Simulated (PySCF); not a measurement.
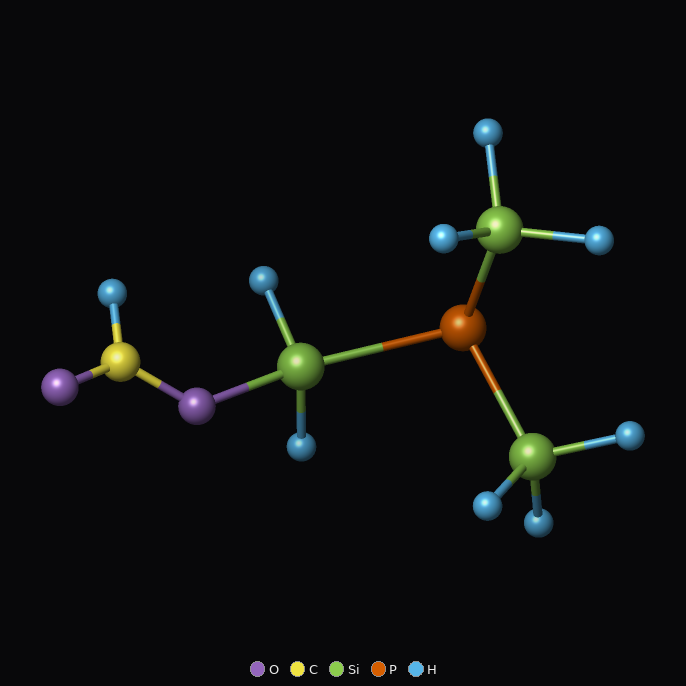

Charge −1, doublet. The computed structure is the end point of a GFN2-xTB optimisation. No frequency run is at hand to confirm it as a minimum. Level of theory: UKS B3LYP, pcH-1 on C H O P Si, non-relativistic (PySCF 2.14.0).

What does the calculation give?

The species is CH9O2PSi3(-) (`[O-][CH]O[SiH2]P([SiH3])[SiH3]`).
- ⟨S²⟩ of the determinant: 0.753
- isotropic g value: 2.00254

The geometry is semi-empirical. Around P, Si such bond lengths and angles can be off by a tenth of an ångström or more and by several degrees, and values that hang on the shape move with them.
